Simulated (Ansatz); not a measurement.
Molecular dynamics, with input and output: C2H9BO

C2H9BO, SMILES [BH3-][O+](C)C, computed with RKS r2SCAN/6-31G* (Ansatz 0.2.0).

The geometry comes from this level: PBE0-D4/def2-TZVP. Figures and captions count atoms from 1; the log counts them from 0 in places.

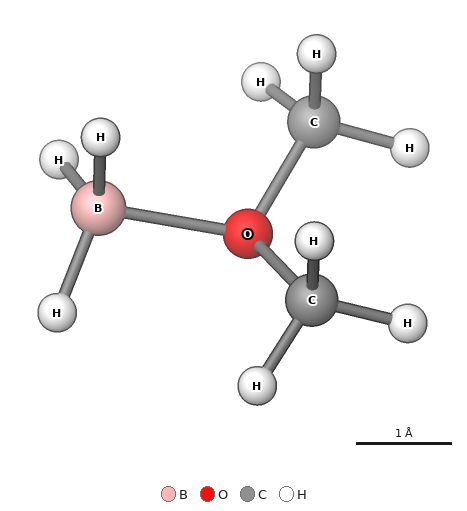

Fig. 1: The starting structure (ball-and-stick view, seen at a tilt). Bond lengths as drawn: B–H 1.21 to 1.22 Å, B–O 1.63 Å, C–H 1.09 Å and C–O 1.43 Å.

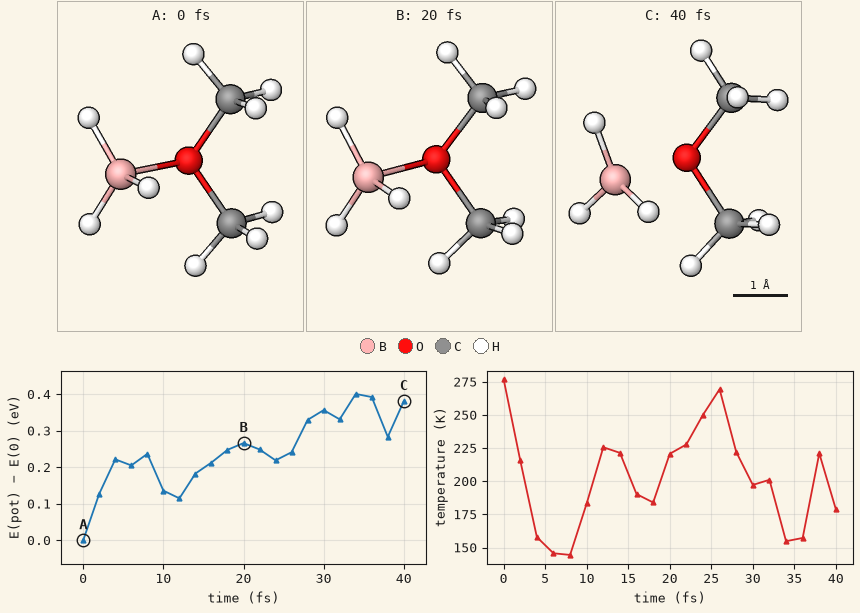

Fig. 2: Frames of the molecular dynamics (ball-and-stick, seen at a tilt) above the curves, on which the letters mark them. The trajectory kept here has 21 frames over 40 fs. The temperature starts at 277 K, ranges from 144 to 277 K and averages 209 K over the second half. The potential energy ends 0.381 eV above its first value. After an unweighted best fit of the last frame on the first, the root-mean-square displacement is 0.32 Å.

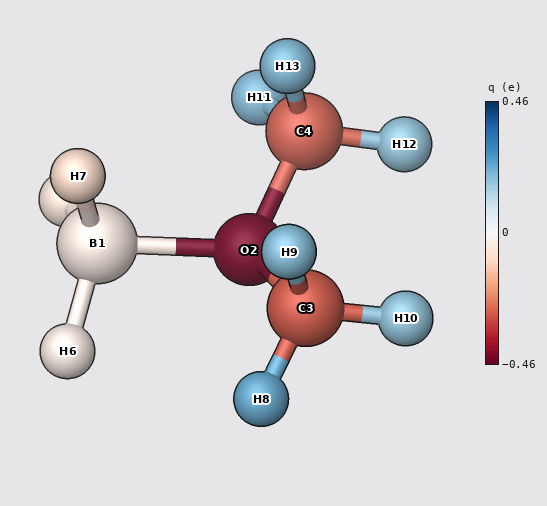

Fig. 3: Mulliken charges, as the colour of each atom (ball-and-stick view, seen at a tilt; atoms are numbered from 1 in the order of the input). By element: B −0.04, O −0.44, C −0.28 and H −0.08 to +0.24 e.

The input that produced these results follows, with the program's output.

## Input
```yaml
crystal:
  periodic: [false, false, false]
  atoms:
    - {symbol: B, position_ang: [-0.557129, 1.108033, -0.872179]}
    - {symbol: O, position_ang: [-0.368818, -0.077657, 0.231220]}
    - {symbol: C, position_ang: [0.571805, 0.257323, 1.250016]}
    - {symbol: C, position_ang: [-0.103359, -1.348392, -0.360127]}
    - {symbol: H, position_ang: [-1.434633, 0.689846, -1.587671]}
    - {symbol: H, position_ang: [-0.856033, 2.068426, -0.204998]}
    - {symbol: H, position_ang: [0.530831, 1.188378, -1.407569]}
    - {symbol: H, position_ang: [0.249801, 1.205310, 1.671642]}
    - {symbol: H, position_ang: [1.568588, 0.363331, 0.813148]}
    - {symbol: H, position_ang: [0.562732, -0.526991, 2.008594]}
    - {symbol: H, position_ang: [-0.901802, -1.532920, -1.073269]}
    - {symbol: H, position_ang: [-0.101135, -2.107433, 0.423786]}
    - {symbol: H, position_ang: [0.859551, -1.321952, -0.877596]}
basis:
  gaussian: {orbitals: "6-31G*"}
hamiltonian: {xc: {name: r2SCAN}}
md: {timestep: 2 fs, n_steps: 20, ensemble: nvt_langevin, temperature: 300, initial_velocities: maxwell_boltzmann, friction: 0.01, seed: 407}
```

Command:
```bash
ansatz run in.yaml --threads 4 --pin off --events-out ev --progress --plain --max-ram 10444MiB
```

## What the program printed
```
Functional definition: r2SCAN
  name "r2SCAN"
  cite "Furness, Kaplan, Ning, Perdew & Sun, J. Phys. Chem. Lett. 11, 8208 (2020) doi:10.1021/acs.jpclett.0c02405"
  cite "Furness, Kaplan, Ning, Perdew & Sun, J. Phys. Chem. Lett. 11, 9248 (2020) doi:10.1021/acs.jpclett.0c03077"
  parent r2scan
  parameter k0 = 0.174
  parameter k1 = 0.065
  parameter a1 = 4.9479
  exchange = r2scan_x(k0 = k0, k1 = k1, a1 = a1)
  correlation = r2scan_c
1022 factors; their error is unknown
mean field evaluation 1: about -4935.9738 eV, gradient 3.9e1 eV
mean field evaluation 2: about -4935.7360 eV, gradient 4.0e1 eV
mean field evaluation 4: about -4939.9087 eV, gradient 2.9e0 eV
mean field evaluation 8: about -4939.9240 eV, gradient 3.6e-2 eV
mean field evaluation 16: about -4939.8578 eV, gradient 2.8e-5 eV
mean field -4939.85777412 eV, -181.5364248429 hartree, gradient 2.8e-5 eV, S^2 0.000000; 0 other end points of the search recorded, 0 dependent functions left out
the calculation of the forces begins
reference -4939.85778091 eV, -181.5364250925 hartree; 17, 17 occupied and 61, 61 virtual orbitals, 1022 factors
md step     0: t =     0.00 fs  T =   276.9 K  F+E_penalty+E_count = -4939.85777412 eV  E_kin = 0.465336 eV  (25 SCF iters)
these checks for a lower state are left out or cut short: starts, cluster_reference, orbital_swaps, neighbouring_geometries, increment
1022 factors; their error is unknown
mean field -4939.73027969 eV, -181.5317395090 hartree, gradient 6.6e-6 eV, S^2 0.000000; 0 other end points of the search recorded, 0 dependent functions left out
[... from here on the field's lines of each further geometry are left out, up to the last ...]
md step     1: t =     2.00 fs  T =   215.7 K  F+E_penalty+E_count = -4939.73027969 eV  E_kin = 0.362468 eV  (29 SCF iters)
md step     2: t =     4.00 fs  T =   157.9 K  F+E_penalty+E_count = -4939.63605927 eV  E_kin = 0.265297 eV  (29 SCF iters)
md step     3: t =     6.00 fs  T =   145.7 K  F+E_penalty+E_count = -4939.65272011 eV  E_kin = 0.244792 eV  (29 SCF iters)
md step     4: t =     8.00 fs  T =   144.4 K  F+E_penalty+E_count = -4939.62098890 eV  E_kin = 0.242685 eV  (29 SCF iters)
md step     5: t =    10.00 fs  T =   183.3 K  F+E_penalty+E_count = -4939.72169282 eV  E_kin = 0.308007 eV  (29 SCF iters)
md step     6: t =    12.00 fs  T =   225.7 K  F+E_penalty+E_count = -4939.74290990 eV  E_kin = 0.379208 eV  (29 SCF iters)
md step     7: t =    14.00 fs  T =   221.4 K  F+E_penalty+E_count = -4939.67493634 eV  E_kin = 0.372064 eV  (29 SCF iters)
md step     8: t =    16.00 fs  T =   190.3 K  F+E_penalty+E_count = -4939.64479148 eV  E_kin = 0.319828 eV  (29 SCF iters)
md step     9: t =    18.00 fs  T =   184.0 K  F+E_penalty+E_count = -4939.61005298 eV  E_kin = 0.309161 eV  (29 SCF iters)
md step    10: t =    20.00 fs  T =   220.7 K  F+E_penalty+E_count = -4939.59154741 eV  E_kin = 0.370856 eV  (29 SCF iters)
md step    11: t =    22.00 fs  T =   227.8 K  F+E_penalty+E_count = -4939.60899450 eV  E_kin = 0.382737 eV  (28 SCF iters)
md step    12: t =    24.00 fs  T =   250.1 K  F+E_penalty+E_count = -4939.63883679 eV  E_kin = 0.420298 eV  (28 SCF iters)
md step    13: t =    26.00 fs  T =   269.4 K  F+E_penalty+E_count = -4939.61650418 eV  E_kin = 0.452739 eV  (28 SCF iters)
md step    14: t =    28.00 fs  T =   222.1 K  F+E_penalty+E_count = -4939.52800900 eV  E_kin = 0.373238 eV  (28 SCF iters)
md step    15: t =    30.00 fs  T =   197.2 K  F+E_penalty+E_count = -4939.50122802 eV  E_kin = 0.331431 eV  (28 SCF iters)
md step    16: t =    32.00 fs  T =   201.1 K  F+E_penalty+E_count = -4939.52651221 eV  E_kin = 0.337914 eV  (28 SCF iters)
md step    17: t =    34.00 fs  T =   154.8 K  F+E_penalty+E_count = -4939.45689814 eV  E_kin = 0.260078 eV  (27 SCF iters)
md step    18: t =    36.00 fs  T =   157.2 K  F+E_penalty+E_count = -4939.46549020 eV  E_kin = 0.264201 eV  (27 SCF iters)
md step    19: t =    38.00 fs  T =   221.0 K  F+E_penalty+E_count = -4939.57447206 eV  E_kin = 0.371434 eV  (28 SCF iters)
the calculation of the forces begins
reference -4939.47671835 eV, -181.5224213016 hartree; 17, 17 occupied and 61, 61 virtual orbitals, 1022 factors
1022 factors; their error is unknown
mean field evaluation 192: about -4939.4767 eV, gradient 8.2e-5 eV
mean field -4939.47671149 eV, -181.5224210497 hartree, gradient 2.7e-5 eV, S^2 0.000000; 1 other end points of the search recorded, 0 dependent functions left out
the calculation of the forces begins
reference -4939.47671835 eV, -181.5224213016 hartree; 17, 17 occupied and 61, 61 virtual orbitals, 1022 factors
md step    20: t =    40.00 fs  T =   178.8 K  F+E_penalty+E_count = -4939.47671149 eV  E_kin = 0.300462 eV  (27 SCF iters)
Total energy: -4939.47671835 eV, -181.5224213016 hartree
Atom 0 at    -0.561207     1.093827    -0.994916 Å, force     1.385137    -0.930306     0.071966 eV/Å
Atom 1 at    -0.427808    -0.169246     0.230403 Å, force     0.473125     0.777782    -0.181925 eV/Å
Atom 2 at     0.412056     0.407712     1.280189 Å, force    -1.057736    -1.227633    -0.301520 eV/Å
Atom 3 at     0.110742    -1.433279    -0.220631 Å, force    -1.631811     1.019297    -0.175458 eV/Å
Atom 4 at    -0.903012     0.498810    -1.957321 Å, force    -0.371429    -0.349362    -0.433445 eV/Å
Atom 5 at    -1.323843     1.799128    -0.468082 Å, force    -0.630812     0.686607     0.392978 eV/Å
Atom 6 at     0.614457     1.457625    -1.060278 Å, force    -0.398291     0.020897     0.040838 eV/Å
Atom 7 at     0.196434     1.452010     1.239351 Å, force    -0.136187     0.716146     0.544405 eV/Å
Atom 8 at     1.433226     0.206173     1.077130 Å, force     1.306188     0.065751    -0.577646 eV/Å
Atom 9 at     0.180867    -0.131078     2.195926 Å, force    -0.385787     0.299557     0.459957 eV/Å
Atom 10 at    -0.692432    -1.919538    -0.734675 Å, force    -0.731817    -0.374200    -0.336826 eV/Å
Atom 11 at     0.332586    -1.978893     0.657747 Å, force     0.820267    -0.863764     0.839527 eV/Å
Atom 12 at     0.870833    -1.273005    -0.944299 Å, force     1.359152     0.159227    -0.342853 eV/Å
Dipole moment:     0.366152    -0.622538     0.563124 e Å
```

## Trajectory as extended XYZ (Å, eV, eV/Å), 8 of the 21 frames kept, from step=0 to step=20
```
13
Properties=species:S:1:pos:R:3:forces:R:3 step=0 time_fs=0.0 energy=-4939.85777 temperature=276.9
B    -0.5571    1.1080   -0.8722    0.0129   0.1926  -0.1974
O    -0.3688   -0.0777    0.2312   -0.4299   0.1114   0.0692
C     0.5718    0.2573    1.2500    0.2459   0.0584   0.2082
C    -0.1034   -1.3484   -0.3601    0.1030  -0.2812  -0.1323
H    -1.4346    0.6898   -1.5877   -0.0457  -0.0432  -0.0100
H    -0.8560    2.0684   -0.2050   -0.0178   0.0232   0.0565
H     0.5308    1.1884   -1.4076    0.0564  -0.0102  -0.0135
H     0.2498    1.2053    1.6716   -0.0667   0.0963   0.0152
H     1.5686    0.3633    0.8131    0.1312   0.0162  -0.0615
H     0.5627   -0.5270    2.0086   -0.0139  -0.1068   0.0872
H    -0.9018   -1.5329   -1.0733   -0.0989   0.0198  -0.0615
H    -0.1011   -2.1074    0.4238   -0.0041  -0.0837   0.1104
H     0.8596   -1.3220   -0.8776    0.1275   0.0073  -0.0704
13
Properties=species:S:1:pos:R:3:forces:R:3 step=3 time_fs=6.0 energy=-4939.65272 temperature=145.7
B    -0.5704    1.0853   -0.8891    0.0214   0.3511  -0.2196
O    -0.4004   -0.0947    0.2322   -0.0108   0.8731  -0.0827
C     0.5594    0.3125    1.2608   -0.1845  -1.2284  -0.1921
C    -0.0531   -1.3603   -0.3653   -0.5488  -0.5989   1.1059
H    -1.4323    0.6871   -1.6394   -0.0079  -0.1412   0.0824
H    -0.8943    2.0466   -0.2245    0.0360  -0.0477  -0.0275
H     0.5307    1.1799   -1.4166   -0.0862  -0.0530   0.1366
H     0.2461    1.2322    1.7620    0.1000   0.2300  -0.8649
H     1.5440    0.2720    0.7739    0.0061   0.6844   0.3631
H     0.5076   -0.4520    2.0312    0.1233  -0.4523   0.1846
H    -0.8814   -1.6438   -1.0512    0.7393   0.3519   0.3291
H    -0.0006   -2.0408    0.4969   -0.2029  -0.3313  -0.2766
H     0.9439   -1.3531   -0.8050    0.0149   0.3622  -0.5382
13
Properties=species:S:1:pos:R:3:forces:R:3 step=6 time_fs=12.0 energy=-4939.74291 temperature=225.7
B    -0.5903    1.0803   -0.9100   -0.0115   0.0616  -0.0429
O    -0.4158   -0.0953    0.2256    0.5620  -0.0468   0.1294
C     0.5357    0.3379    1.2610    0.7424  -1.6775  -0.4133
C    -0.0142   -1.4000   -0.3308    0.7131   0.9302   0.5826
H    -1.4165    0.6567   -1.6926    0.0986  -0.0889   0.1205
H    -0.9652    2.0136   -0.2326    0.0202   0.0037  -0.0971
H     0.5375    1.1890   -1.3552   -0.0163   0.0651  -0.0812
H     0.2912    1.3360    1.6031   -0.3767   0.0959  -0.1132
H     1.5806    0.3237    0.8231   -1.0098   0.0705   0.4154
H     0.4406   -0.4366    2.0634    0.2263   0.7424  -0.3312
H    -0.7865   -1.6793   -1.0251   -0.3902  -0.0532  -0.3128
H     0.0347   -2.0933    0.5214    0.1030   0.0026  -0.2733
H     0.9693   -1.2871   -0.8559   -0.6612  -0.1057   0.4170
13
Properties=species:S:1:pos:R:3:forces:R:3 step=9 time_fs=18.0 energy=-4939.61005 temperature=184.0
B    -0.5886    1.0852   -0.9279    0.3955  -0.5028  -0.2508
O    -0.4178   -0.0988    0.2188    0.8161  -1.0852   0.6905
C     0.5219    0.3436    1.2524   -1.7005   1.3935  -0.6759
C     0.0210   -1.4221   -0.2791   -1.6091   1.3694  -1.2476
H    -1.3350    0.5851   -1.7444    0.0587   0.0858   0.0962
H    -1.0137    1.9879   -0.2668   -0.2252   0.2155   0.0487
H     0.5671    1.2492   -1.2960   -0.1466   0.0206  -0.1162
H     0.2215    1.4019    1.3688    0.0751  -0.5852   0.6733
H     1.5280    0.3690    0.9150    1.1562  -0.3486  -0.7392
H     0.4053   -0.2959    2.1050   -0.1856  -0.2092   0.7198
H    -0.7489   -1.7177   -1.0086   -0.0024   0.0144   0.3769
H     0.0845   -2.1517    0.5155    0.3225   0.0068   0.4174
H     0.8911   -1.2056   -0.8705    1.0453  -0.3751   0.0069
13
Properties=species:S:1:pos:R:3:forces:R:3 step=11 time_fs=22.0 energy=-4939.60899 temperature=227.8
B    -0.5716    1.0923   -0.9462   -0.9014  -0.0808  -0.0730
O    -0.4123   -0.1085    0.2305    0.5462  -1.1257   0.1729
C     0.5008    0.3681    1.2383    0.1174  -0.8149   0.4392
C     0.0282   -1.4167   -0.2639    0.8597   1.1445  -0.7648
H    -1.2940    0.5234   -1.8058    0.5850   0.5277   0.6713
H    -1.0995    2.0181   -0.2742    0.3029  -0.7770  -0.6094
H     0.5800    1.3182   -1.2584   -0.0353  -0.0609  -0.1162
H     0.1685    1.3670    1.3216    0.0627   1.3739   0.5984
H     1.5526    0.3216    0.8990   -0.3707  -0.0267  -0.0201
H     0.3607   -0.1789    2.2000    0.0178   0.1073  -0.6747
H    -0.7309   -1.7488   -0.9304   -0.8637  -0.2693  -0.5765
H     0.1646   -2.1525    0.5324    0.1139   0.3613   0.2742
H     0.9469   -1.2306   -0.8817   -0.4346  -0.3593   0.6787
13
Properties=species:S:1:pos:R:3:forces:R:3 step=14 time_fs=28.0 energy=-4939.52801 temperature=222.1
B    -0.5611    1.1104   -0.9636    1.0438  -0.5747   0.3305
O    -0.3996   -0.1449    0.2500   -0.5057   0.5553  -0.9364
C     0.4611    0.3879    1.2250    0.0273   1.4239   1.1046
C     0.0524   -1.3995   -0.2671   -0.8009  -0.9033   0.7860
H    -1.1396    0.5416   -1.7850   -0.5304  -0.6786  -1.1010
H    -1.1909    1.8841   -0.3804   -0.6615   0.9143   0.7167
H     0.5923    1.4321   -1.1811   -0.0928  -0.1759  -0.0290
H     0.2082    1.4643    1.3761    0.2467  -0.6931  -0.5633
H     1.4877    0.2691    0.9072    0.5499   0.1095   0.0094
H     0.2775   -0.0479    2.1975    0.0238  -0.8266   0.3342
H    -0.7803   -1.8319   -0.8573    0.6053   0.3276   0.2064
H     0.3208   -2.0538    0.5731   -0.5421  -0.0540   0.2117
H     0.9755   -1.3228   -0.7980    0.6366   0.5756  -1.0696
13
Properties=species:S:1:pos:R:3:forces:R:3 step=17 time_fs=34.0 energy=-4939.45690 temperature=154.8
B    -0.5448    1.1117   -0.9747   -1.6177  -0.5834  -0.2146
O    -0.4088   -0.1716    0.2516   -0.6356   1.7530  -1.3323
C     0.4163    0.4129    1.2469    2.1511  -0.6229   0.6746
C     0.0752   -1.4153   -0.2530    1.2342  -0.5786   0.9337
H    -1.0711    0.4775   -1.9238    0.5326   0.4791   0.6697
H    -1.3528    1.8730   -0.3864    0.8013  -0.4941  -0.4411
H     0.5993    1.4720   -1.1094    0.0161  -0.0364   0.0101
H     0.2915    1.5068    1.3149   -0.5218  -0.5938  -0.1179
H     1.5021    0.2423    0.9430   -1.0350   0.1914   0.4773
H     0.2146   -0.1098    2.2067    0.1208   0.3662  -0.3070
H    -0.7565   -1.9098   -0.7757    0.3631   0.2455   0.0444
H     0.3592   -1.9580    0.6861   -0.2174  -0.2376  -0.8929
H     1.0161   -1.3043   -0.8862   -1.1917   0.1118   0.4959
13
Properties=species:S:1:pos:R:3:forces:R:3 step=20 time_fs=40.0 energy=-4939.47671 temperature=178.8
B    -0.5612    1.0938   -0.9949    1.3851  -0.9303   0.0720
O    -0.4278   -0.1692    0.2304    0.4731   0.7778  -0.1819
C     0.4121    0.4077    1.2802   -1.0577  -1.2276  -0.3015
C     0.1107   -1.4333   -0.2206   -1.6318   1.0193  -0.1755
H    -0.9030    0.4988   -1.9573   -0.3714  -0.3494  -0.4334
H    -1.3238    1.7991   -0.4681   -0.6308   0.6866   0.3930
H     0.6145    1.4576   -1.0603   -0.3983   0.0209   0.0408
H     0.1964    1.4520    1.2394   -0.1362   0.7161   0.5444
H     1.4332    0.2062    1.0771    1.3062   0.0658  -0.5776
H     0.1809   -0.1311    2.1959   -0.3858   0.2996   0.4600
H    -0.6924   -1.9195   -0.7347   -0.7318  -0.3742  -0.3368
H     0.3326   -1.9789    0.6577    0.8203  -0.8638   0.8395
H     0.8708   -1.2730   -0.9443    1.3592   0.1592  -0.3429
```

## Results in brief

```tsv
quantity	value
outcome	finished
mean temperature over the second half	209 K
trajectory	20 steps, 40 fs
ensemble	nvt_langevin
temperature in the input	300 K
time step	2 fs
potential energy (last step)	−4939.4767 eV
SCF solution under orbital rotations (last step)	stable
largest force (length of the vector) (last step)	1.932 eV/Å
dipole moment (last step)	4.40 D
hardware	4 threads of Arm Neoverse V2, 23 GiB of memory available, shared host
wall time	26 s (CPU time 99 s)
peak memory	0.13 GiB
```

## Notes

So short a trajectory is not equilibrated. The logged temperature at the start can lie below the typed one, since it is counted over all degrees of freedom. The temperature stays far from the 300 K of the thermostat over the second half: the run isn't equilibrated.
